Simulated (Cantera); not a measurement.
Charge: 1 mol CH3F, a varied amount of HCl, at 3348 K and 1.00 bar.

These are equilibrium values from Cantera (NASA tables, ideal gas, pure condensed phases), not measurements of a reactor. Candidate condensed phases: C, C6H6, C7H8, C8H18; 118 gas species. The tables' values for CCl are old estimates; treat these amounts as uncertain. Rates play no part.

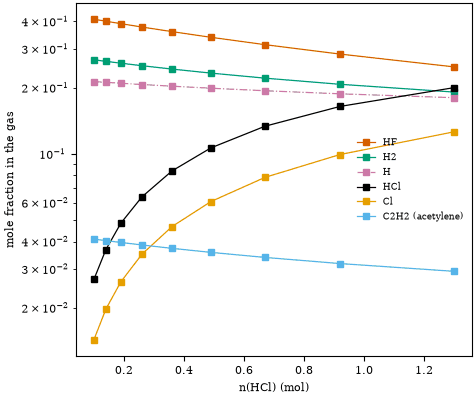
Equilibrium gas composition (values under 1e-9 drawn at 1e-9)

**Question.** Read off the mole fractions at 0.67 mol HCl.

**Answer.** HF about 0.31, H2 about 0.22, H about 0.19, HCl about 0.13, Cl about 0.078, C2H2 (acetylene) about 0.034.
